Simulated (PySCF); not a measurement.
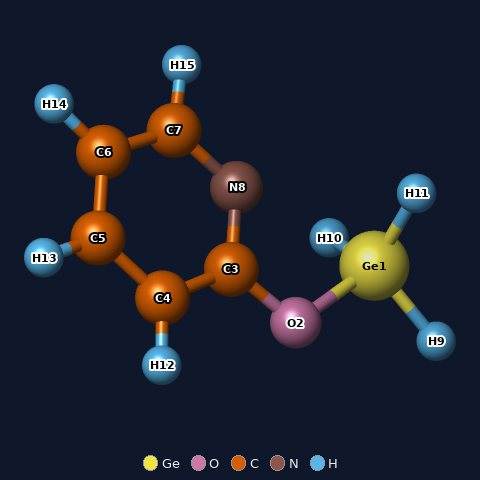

The molecule: C₅H₇GeNO, SMILES [GeH3][O]c1ccccn1, singlet.

Kohn-Sham orbital energies near the frontier, PBE0/def2-SVPD with PySCF, at a GFN2-xTB geometry (no frequency check), isolated molecule; empty levels in grey, levels within 0.03 eV side by side.

Where do the frontier orbitals lie?

HOMO at −6.88 eV, LUMO at −0.86 eV, 6.02 eV apart.

List the levels with the atoms that carry most of them (a dash for levels above zero or within 0.03 eV of another, where shares mean little).

```
orbital  energy (eV)              Löwdin shares
 LUMO+1        −0.10  C3 21 %, C6 20 %, C7 13 %
   LUMO        −0.86  C5 23 %, N8 19 %, C7 17 %
   HOMO        −6.88  O2 21 %, C6 20 %, C4 16 %
 HOMO−1        −7.87   N8 48 %, Ge1 9 %, C7 9 %
 HOMO−2        −8.46  C5 27 %, N8 24 %, C4 18 %
```

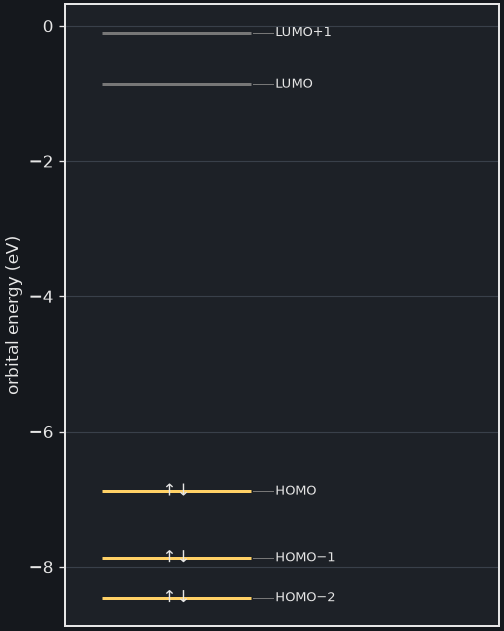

Known limits of this run: the tight-binding geometry is rougher than a DFT one and adds to the error; one conformer of a flexible molecule; empty levels above zero depend strongly on the basis.
